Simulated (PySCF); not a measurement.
# triplet [BCl2]+ at 3 levels

We compute a comparison of 3 runs (NEVPT2(4,4)/STO-6G, ROCCSD(T)/STO-6G, UCCSD(T)/STO-6G) of triplet [BCl2]+. Input form: a Python script.

The calculation is run with PySCF 2.14.0.

8 further runs of the same task are left out: 8 set aside as unsound or not needed.

### Step 1. Starting point

[BCl2]+ has 3 atoms, charge +1, and is taken as a triplet. As SMILES of the parent species, `Cl[B+]Cl`. The shape is that of a GFN2-xTB optimisation. That shape belongs to the parent species and isn't relaxed for this state.

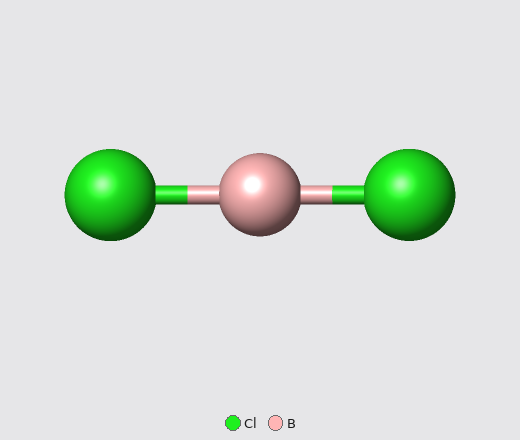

Viewed from a chosen angle; chlorine green, boron pink.

### Step 2. A single-point energy at NEVPT2(4,4)/STO-6G (run 1)

job.py

```python
import numpy
from pyscf import gto, scf, mp, mcscf, mrpt

mol = gto.M(
    atom='Cl -1.238380 0.766480 -0.591300; B 0.000740 0.001360 0.000550; Cl 1.237640 -0.767840 0.590740',
    charge=1,
    verbose=3,
    max_memory=1860,
    spin=2,
    basis='sto-6g',
)

myscf = scf.ROHF(mol)
myscf.conv_tol = 1e-10
myscf.kernel()
if not myscf.converged:
    myscf = myscf.newton().run(myscf.mo_coeff, myscf.mo_occ)

pt = mp.MP2(scf.addons.convert_to_uhf(myscf)).run()
noons, natorbs = mcscf.addons.make_natural_orbitals(pt)
print('natural occupations', numpy.round(noons[:40], 4))
cas = mcscf.CASSCF(myscf, 4, 4)
cas.fix_spin_(ss=2.0)
cas.natorb = True
cas.kernel(natorbs)
e_pt2 = mrpt.NEVPT(cas).kernel()
energy = cas.e_tot + e_pt2
print(f'total energy: {energy:.8f} hartree')
```

Launch:

```bash
$ OMP_NUM_THREADS=1 python job.py
```

Standard output:

```text
converged SCF energy = -940.059935453206
E(UMP2) = -940.114409778859  E_corr = -0.0544743256533003
E(SCS-UMP2) = -940.112186235397  E_corr = -0.0522507821913935
natural occupations [2.     2.     2.     2.     2.     2.     2.     2.     2.     2.
 1.9999 1.9994 1.9993 1.9919 1.9911 1.9886 1.9861 1.9825 1.0123 1.0041
 0.0181 0.0179 0.0089]
CASSCF energy = -940.071434679524
CASCI E = -940.071434679524  E(CI) = -5.32177597192378  S^2 = 2.0000000
Sr    (-1)',   E = -0.00059336754968
Si    (+1)',   E = -0.00704250476933
Sijrs (0)  ,   E = -0.01174571610015
Sijr  (+1) ,   E = -0.00863591598879
Srsi  (-1) ,   E = -0.00070948917590
Srs   (-2) ,   E = -0.00044834961739
Sij   (+2) ,   E = -0.00167045328075
Sir   (0)' ,   E = -0.01187937709249
Nevpt2 Energy = -0.042725173574470
total energy: -940.11415985 hartree
```

It took 2 s on 1 thread of Arm Neoverse V1, shared host; peak memory 0.12 GiB.

### Step 3. A single-point energy at ROCCSD(T)/STO-6G (run 2)

input.py

```python
from pyscf import gto, scf, cc

mol = gto.M(
    atom='''
Cl    -2.340199     1.448437    -1.117395
B      0.001398     0.002570     0.001039
Cl     2.338801    -1.451007     1.116337
''',
    max_memory=1860,
    charge=1,
    basis='sto-6g',
    spin=2,
    unit='bohr',
    verbose=4,
)

myscf = scf.ROHF(mol)
myscf.conv_tol = 1e-10
myscf.kernel()
if not myscf.converged:
    myscf = myscf.newton().run(myscf.mo_coeff, myscf.mo_occ)

mycc = cc.CCSD(myscf, frozen=11)
mycc.kernel()
e_t = mycc.ccsd_t()
etot = mycc.e_tot + e_t
print(f'total energy: {etot:.8f} hartree')
```

Launch:

```bash
$ OMP_NUM_THREADS=1 python input.py
```

Standard output:

```text
PySCF version 2.14.0

[... 36 lines left out ...]
WARN: HOMO 0.159043840727004 >= LUMO 0.159054072720355
[... 28 lines left out ...]
converged SCF energy = -940.059935456313
[... 1 line left out ...]
WARN: RCCSD method does not support ROHF method. ROHF object is converted to UHF object and UCCSD method is called.
[... 12 lines left out ...]
Init t2, MP2 energy = -0.0534445911222229
[... 21 lines left out ...]
UCCSD converged
[... 2 lines left out ...]
total energy: -940.13654362 hartree
```

It took 1.2 s on 1 thread of Arm Neoverse V1, shared host; peak memory 0.12 GiB.

### Step 4. The energy at UCCSD(T)/STO-6G (run 3)

calc.py

```python
from pyscf import gto, cc

molecule = gto.M(
    atom='''
Cl    -2.340199     1.448437    -1.117395
B      0.001398     0.002570     0.001039
Cl     2.338801    -1.451007     1.116337
''',
    charge=1,
    unit='bohr',
    verbose=3,
    spin=2,
    basis='sto-6g',
    max_memory=1860,
)

mf = molecule.UHF()
mf.conv_tol = 1e-10
mf.kernel()
if not mf.converged:
    mf = mf.newton().run(mf.mo_coeff, mf.mo_occ)

mycc = cc.CCSD(mf, frozen=11)
mycc.kernel()
e_t = mycc.ccsd_t()
e_final = mycc.e_tot + e_t
print('Final energy', e_final)
```

Launch:

```bash
$ OMP_NUM_THREADS=1 python calc.py
```

Standard output:

```text
WARN: HOMO 0.159043840727006 >= LUMO -0.500738239942042

converged SCF energy = -940.061634920068  <S^2> = 2.0059991  2S+1 = 3.0039967
E(UCCSD) = -940.1334582151227  E_corr = -0.07182329505506312
UCCSD(T) correction = -0.00312708914699739
Final energy -940.1365853042697
```

Wall time 1.2 s (1 thread of Arm Neoverse V1, shared host); peak memory 0.12 GiB.

### Step 5. The series

```csv
run,level,active selection,frozen core orbitals,energy (Eh),wall time
1,"NEVPT2(4,4)/STO-6G",mp2 natural orbitals,–,-940.114160,2 s
2,ROCCSD(T)/STO-6G,–,11,-940.136544,1.2 s
3,UCCSD(T)/STO-6G,–,11,-940.136585,1.2 s
```

### Step 6. What came out

```
                                                         quantity          value
                                              run 3: total energy  -940.13659 Eh
run 3: HOMO energy (Hartree–Fock orbitals) (highest over α and β)      -13.87 eV
 run 3: LUMO energy (Hartree–Fock orbitals) (lowest over α and β)      -11.54 eV
              run 3: correlation energy (11 core orbitals frozen)      -75.0 mEh
                                            run 3: (T) correction      -3.13 mEh
                         run 3: ⟨S²⟩ of the reference determinant          2.006
                                             run 3: T1 diagnostic          0.016
```

What this shows: In runs 1, 2, 3 the basis is minimal, so the values are rough. All runs together took 4.4 s, the longest 2 s.
